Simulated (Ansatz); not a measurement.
Cl3FH2NTa

The calculation's input:

```
crystal:
  periodic: [false, false, false]
  atoms:
    - { symbol: Ta, position_ang: [0.0, 0.0, 0.0] }
    - { symbol: "N", position_ang: [2.16, 0.0, 0.0] }
    - { symbol: H, position_ang: [2.69, -0.5118, 0.762] }
    - { symbol: H, position_ang: [2.69, 0.5118, -0.762] }
    - { symbol: F, position_ang: [0.0, 0.0, 1.93] }
    - { symbol: Cl, position_ang: [0.0, 0.0, -2.47] }
    - { symbol: Cl, position_ang: [-1.235, 2.139, 0.0] }
    - { symbol: Cl, position_ang: [-1.235, -2.139, 0.0] }
basis:
  gaussian: { orbitals: def2-SVP }
hamiltonian:
  xc: pbe
relax:
  f_tol: 0.02
  max_steps: 40
output:
  orbitals: {}
```

Run with:

```sh
ansatz run input.yaml --threads 4 --pin off --max-ram 5120MiB --backend cpu --events-out ev --progress --plain --runs-dir out
```

The fields are those of the run's last geometry, not of the input's.

Core potentials replace the inner electrons of Ta.

Method: RKS PBE/def2-SVP in Ansatz 0.2.0.

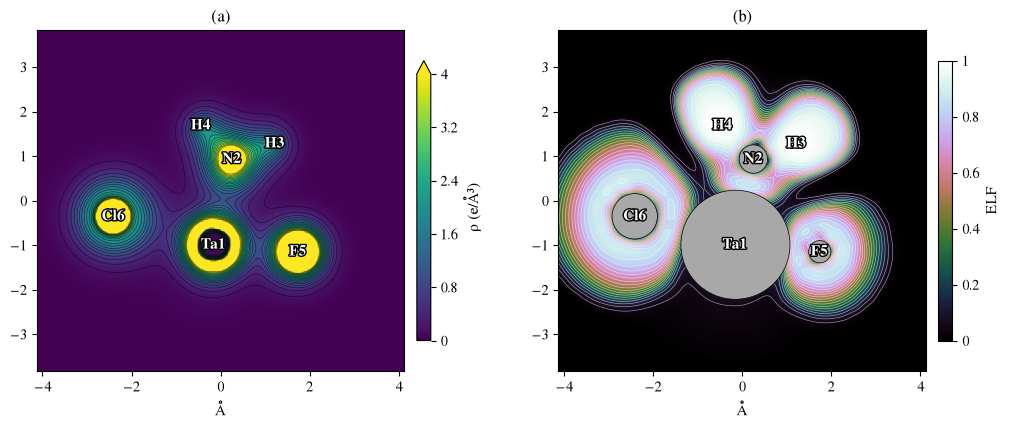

Figure 1. (a) electron density; (b) ELF on the plane of atoms F5, Ta1 and Cl6. Grey discs cover the atomic cores in the ELF map.

Question: Describe what can be read from this map.

Answer: The section cuts through Ta, N, H, F and Cl sites. Ta–F (1.90 Å): ρ is about 0.99 e/Å³ halfway; the ELF peaks at about 0.85 in the valence shell of F, 0.5 Å from its nucleus, and drops to about 0.25 between the two atoms. Ta–N (1.97 Å): ρ is about 1 e/Å³ halfway; the ELF peaks at about 0.85 in the valence shell of N, 0.7 Å from its nucleus, and drops to about 0.35 between the two atoms. Ta–Cl (2.35 Å): ρ is about 0.59 e/Å³ halfway; the ELF peaks at about 0.85 in the valence shell of Cl, 0.9 Å from its nucleus, and is about 0.35 at the midpoint. N–H (1.02 Å): ρ at the midpoint is about 2.7 e/Å³; the ELF climbs to about 1 towards the hydrogen, as it does in any bond to H; an ordinary covalent bond to hydrogen.

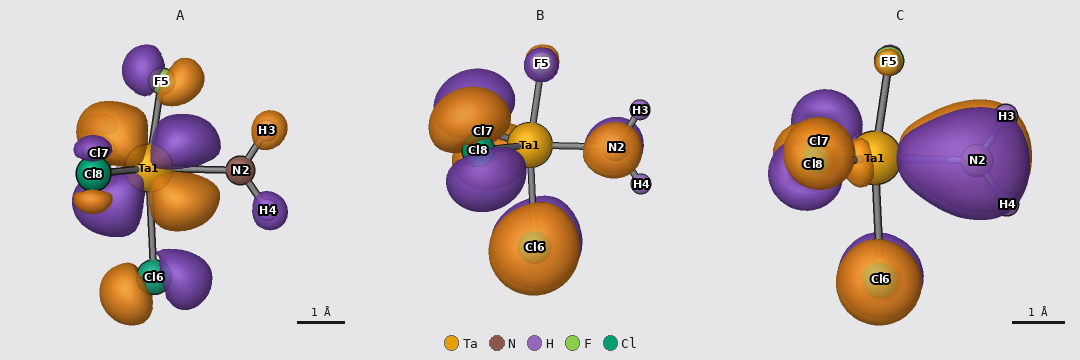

Figure 2. Three frontier orbitals at ±0.1 Å⁻³ᐟ² (orange and purple are the two phases), in no order.

Question: Which picture is the HOMO−1, the HOMO and the LUMO?

Answer: B is the HOMO−1 (−7.73 eV). By Hirshfeld shares it lies mainly on Cl6 (about 35 %), Cl7 (about 25 %), Cl8 (about 25 %) and N2 (about 5 %); largely a combination of lone pairs on Cl6, Cl7, Cl8 and N2. C is the HOMO (−7.33 eV). Its weight (Hirshfeld) is mainly on N2 (about 50 %), Cl6 (about 15 %), Ta1 (about 10 %), Cl7 (about 10 %) and Cl8 (about 10 %); largely a combination of lone pairs on N2, Cl6, Cl7 and Cl8. A is the LUMO (−3.79 eV). Its weight (Hirshfeld) is mainly on Ta1 (about 65 %), Cl6 (about 10 %) and F5 (about 10 %).

Question: What is the HOMO–LUMO gap?

Answer: 3.54 eV between the orbital energies.
